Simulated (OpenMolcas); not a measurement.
# Run report: C$_{2}$H$_{4}$Si, energy and gradient calculation (part 2 of 2)

The same run, continued: C$_{2}$H$_{4}$Si, multiplicity 3, SMILES C=C[SiH]; HF/def2-SVP, UHF (OpenMolcas 26.06). The geometry comes from this level: GFN2-xTB.

Geometry of the input (Å):
```
C  -0.6649  0.4032  -0.6615
C  -0.0436  0.3938  0.5349
Si 1.2105  -0.8432  1.0340
H  -0.4582  -0.3336  -1.4200
H  -1.3967  1.1534  -0.9102
H  -0.2972  1.1644  1.2527
H  1.6502  -1.9380  0.1700
```

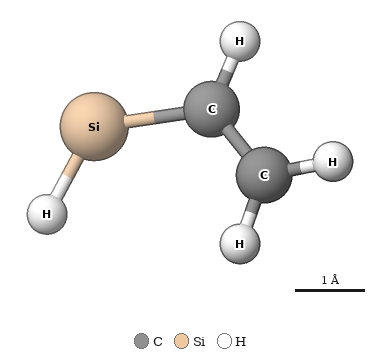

**Figure 1.** The structure (ball-and-stick view, seen at a tilt).

## Log, continued
```
 *****************************************************************************************************************************
 *                                             SCF/KS-DFT Program, Final results                                             *
 *                                                       Final Results                                                       *
 *****************************************************************************************************************************

::    Total SCF energy                               -366.7520072176
      One-electron energy                            -669.7231546834
      Two-electron energy                             219.9166305284
      Nuclear repulsion energy                         83.0545169374
      Kinetic energy (interpolated)                   366.3925552466
      Virial theorem                                    1.0009810570
      Total spin, S(S+1)                                2.1885634300
      Total spin, S                                     1.0615900326
      Max non-diagonal density matrix element           0.0000002415
      Max non-diagonal Fock matrix element              0.0000000319

      All orbitals with orbital energies smaller than  E(LUMO)+0.5 are printed

++    Molecular orbitals:
      -------------------

      Title: UHF orbitals (alpha)

      Molecular orbitals for symmetry species 1: a

          Orbital            1         2         3         4         5         6         7         8         9        10
          Energy          -68.7588  -11.2465  -11.2306   -6.1355   -4.2499   -4.2478   -4.2394   -1.0341   -0.8038   -0.6973
          Occ. No.          1.0000    1.0000    1.0000    1.0000    1.0000    1.0000    1.0000    1.0000    1.0000    1.0000

          Orbital           11        12        13        14        15        16        17        18        19        20
          Energy           -0.6251   -0.5741   -0.4764   -0.4233   -0.3701   -0.2839    0.1574    0.1618    0.1886    0.2145
          Occ. No.          1.0000    1.0000    1.0000    1.0000    1.0000    1.0000    0.0000    0.0000    0.0000    0.0000

          Orbital           21        22        23        24        25        26        27        28        29        30
          Energy            0.2313    0.2966    0.2978    0.4596    0.4966    0.5412    0.5545    0.5947    0.5985    0.6110
          Occ. No.          0.0000    0.0000    0.0000    0.0000    0.0000    0.0000    0.0000    0.0000    0.0000    0.0000

--

      All orbitals with orbital energies smaller than  E(LUMO)+0.5 are printed

++    Molecular orbitals:
      -------------------

      Title: UHF orbitals (beta)

      Molecular orbitals for symmetry species 1: a

          Orbital            1         2         3         4         5         6         7         8         9        10
          Energy          -68.7475  -11.2414  -11.2309   -6.1188   -4.2319   -4.2248   -4.2226   -1.0215   -0.7826   -0.6532
          Occ. No.          1.0000    1.0000    1.0000    1.0000    1.0000    1.0000    1.0000    1.0000    1.0000    1.0000

          Orbital           11        12        13        14        15        16        17        18        19        20
          Energy           -0.5968   -0.5547   -0.4651   -0.4014    0.0480    0.0937    0.1863    0.1877    0.2286    0.2387
          Occ. No.          1.0000    1.0000    1.0000    1.0000    0.0000    0.0000    0.0000    0.0000    0.0000    0.0000

          Orbital           21        22        23        24        25
          Energy            0.2442    0.3083    0.3413    0.4717    0.5295
          Occ. No.          0.0000    0.0000    0.0000    0.0000    0.0000

--

++    Molecular charges:
      ------------------

      Mulliken charges per centre and basis function type
      ---------------------------------------------------

                            C1                      C2                      SI3                     H4                      H5                      H6
                     alpha        beta       alpha        beta       alpha        beta       alpha        beta       alpha        beta       alpha        beta
      1s           1.6229      1.4875      1.5550      1.6607      2.8459      2.4366      0.4321      0.4900      0.4325      0.4830      0.4705      0.4326
      2px          0.6364      0.3232      0.3739      0.6513      1.6966      1.1181      0.0029      0.0015      0.0064      0.0047      0.0018      0.0028
      2pz          0.5395      0.4187      0.4443      0.5662      1.6710      1.0536      0.0059      0.0053      0.0022      0.0019      0.0048      0.0054
      2py          0.5967      0.3784      0.4313      0.6143      1.5549      1.2191      0.0062      0.0049      0.0064      0.0051      0.0054      0.0062
      3d2+         0.0011      0.0016      0.0028      0.0008      0.0075      0.0122      0.0000      0.0000      0.0000      0.0000      0.0000      0.0000
      3d1+         0.0032      0.0044      0.0046      0.0029      0.0073      0.0066      0.0000      0.0000      0.0000      0.0000      0.0000      0.0000
      3d0          0.0043      0.0054      0.0052      0.0030      0.0076      0.0053      0.0000      0.0000      0.0000      0.0000      0.0000      0.0000
      3d1-         0.0049      0.0060      0.0057      0.0037      0.0182      0.0199      0.0000      0.0000      0.0000      0.0000      0.0000      0.0000
      3d2-         0.0020      0.0033      0.0024      0.0012      0.0199      0.0162      0.0000      0.0000      0.0000      0.0000      0.0000      0.0000
      Total        3.4110      2.6283      2.8253      3.5041      7.8288      5.8876      0.4471      0.5016      0.4475      0.4947      0.4824      0.4470
      Total              6.0393                  6.3294                 13.7164                  0.9487                  0.9422                  0.9294

      Charge           -0.0393                 -0.3294                  0.2836                  0.0513                  0.0578                  0.0706

                            H7
                     alpha        beta
      1s           0.5499      0.5310
      2px          0.0020      0.0004
      2pz          0.0022      0.0024
      2py          0.0038      0.0029
      3d2+         0.0000      0.0000
      3d1+         0.0000      0.0000
      3d0          0.0000      0.0000
      3d1-         0.0000      0.0000
      3d2-         0.0000      0.0000
      Total        0.5579      0.5368
      Total              1.0947

      Charge           -0.0947

      Total electronic charge=   30.000000

      Total            charge=   -0.000000
--

++    Molecular orbitals:
      -------------------

      Title: Natural orbitals

      Molecular orbitals for symmetry species 1: a

          Orbital            1         2         3         4         5         6         7         8         9        10
          Energy          -68.7519  -11.2319  -11.1162   -6.0093   -4.3140   -4.2362   -4.3896   -0.6296   -0.5395   -0.5701
          Occ. No.          2.0000    2.0000    2.0000    2.0000    2.0000    2.0000    2.0000    1.9998    1.9997    1.9997

          Orbital           11        12        13        14        15        16        17        18        19        20
          Energy           -0.7378   -1.0085   -0.6565   -0.3828   -0.1617   -0.0878    0.1895    0.3386    0.7354    0.7602
          Occ. No.          1.9994    1.9988    1.9973    1.9066    1.0000    1.0000    0.0934    0.0027    0.0012    0.0006

          Orbital           21        22        23        24        25        26        27        28        29        30
          Energy            0.5366    0.8177    0.8155    0.7531    0.6454    0.7169    1.5507    0.8220    1.6096    0.6518
          Occ. No.          0.0003    0.0003    0.0002    0.0000    0.0000    0.0000    0.0000    0.0000    0.0000    0.0000

          Orbital           31        32        33        34        35        36        37        38        39        40
          Energy            0.5426    0.5448    0.7333    0.5196    0.6639    0.6450    0.8317    1.2803    0.6503    1.1494
          Occ. No.          0.0000    0.0000    0.0000    0.0000    0.0000    0.0000    0.0000    0.0000    0.0000    0.0000

          Orbital           41        42        43        44        45        46        47        48        49        50
          Energy            1.3232    0.9175    0.9195    1.6794    1.1334    2.2047    1.5990    2.0477    1.8479    3.0287
          Occ. No.          0.0000    0.0000    0.0000    0.0000    0.0000    0.0000    0.0000    0.0000    0.0000    0.0000

          Orbital           51        52        53        54        55        56        57        58        59        60
          Energy            1.6243    1.7626    2.2502    2.1297    2.9210    2.4775    1.5488    3.3283    1.9906    3.0443
          Occ. No.          0.0000    0.0000    0.0000    0.0000    0.0000    0.0000    0.0000    0.0000    0.0000    0.0000

          Orbital           61        62        63        64
          Energy            1.7654    2.6297    2.1139    1.4505
          Occ. No.          0.0000    0.0000    0.0000    0.0000

--

++    Molecular properties:
      ---------------------

      Charge (e):
                      =   -0.0000
      Dipole Moment (debye):
      Origin of the operator (angstrom)=    0.4438   -0.2496    0.4731
                   X= -3.2037E-01               Y=  3.0603E-01               Z= -1.4621E-01           Total=  4.6655E-01
      Quadrupole Moment (debye*angstrom):
      Origin of the operator (angstrom)=    0.4438   -0.2496    0.4731
                  XX= -2.7805E+01              XY= -1.6150E+00              XZ=  1.1232E+00              YY= -2.7115E+01
                  YZ=  8.8764E-01              ZZ= -2.6091E+01
      In traceless form (debye*angstrom)
                  XX= -1.2019E+00              XY= -2.4225E+00              XZ=  1.6849E+00              YY= -1.6702E-01
                  YZ=  1.3315E+00              ZZ=  1.3689E+00
--

--- Stop Module: scf /rc=_RC_ALL_IS_WELL_ ---
--- Module scf spent 2 seconds ---

--- Start Module: alaska ---

                                              &ALASKA

                       available to each process: 1.9 GB of memory, 1 thread

                     Threshold for contributions to the gradient: 1.000E-07

                    ********************************************
                    * Symmetry Adapted Cartesian Displacements *
                    ********************************************

           Irreducible representation : a
           Basis function(s) of irrep: x, y, xy, Rz, z, xz, Ry, yz, Rx, I

 Basis Label        Type   Center Phase
   1   C1           x         1     1
   2   C1           y         1     1
   3   C1           z         1     1
   4   C2           x         2     1
   5   C2           y         2     1
   6   C2           z         2     1
   7   SI3          x         3     1
   8   SI3          y         3     1
   9   SI3          z         3     1
  10   H4           x         4     1
  11   H4           y         4     1
  12   H4           z         4     1
  13   H5           x         5     1
  14   H5           y         5     1
  15   H5           z         5     1
  16   H6           x         6     1
  17   H6           y         6     1
  18   H6           z         6     1
  19   H7           x         7     1
  20   H7           y         7     1
  21   H7           z         7     1

                     No automatic utilization of translational and rotational invariance of the energy is employed.

 Conventional ERI gradients!

 **************************************************
 *              Molecular gradients               *
 **************************************************

  Irreducible representation: a
 ------------------------------------------------------------------------------------------
                              X                       Y                       Z
 ------------------------------------------------------------------------------------------
  C1                5.27255048304376E-03   -2.50230135289531E-03    6.62923788547420E-03
  C2               -5.90475560680626E-03    4.65901561599757E-03   -4.24659949825834E-03
  SI3              -3.47895519681352E-03   -3.66971423897233E-03   -1.25598112623049E-02
  H4               -6.91306401969405E-04    3.38548697615870E-03    3.86603341637937E-03
  H5                3.80355226236473E-03   -3.64141760430892E-03    1.59526388126729E-03
  H6                1.86319638483368E-04   -1.29470015455535E-03   -1.69010616842735E-03
  H7                8.12594821673951E-04    3.06363075858629E-03    6.40598174585594E-03
 ------------------------------------------------------------------------------------------

--- Stop Module: alaska /rc=_RC_ALL_IS_WELL_ ---

.##################.
.# Happy landing! #.
.##################.

    Timing: Wall=4.83 User=3.79 System=1.03
```

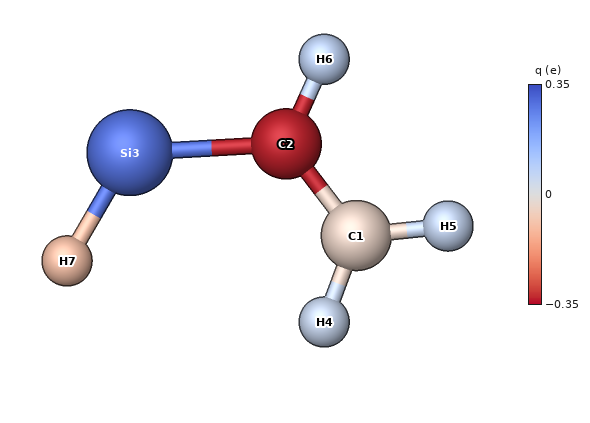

**Figure 2.** Mulliken charges, as the colour of each atom (ball-and-stick view, seen on its broad side; atoms are numbered from 1 in the order of the input). By element: C −0.33 to −0.04, Si +0.28 and H −0.09 to +0.07 e.
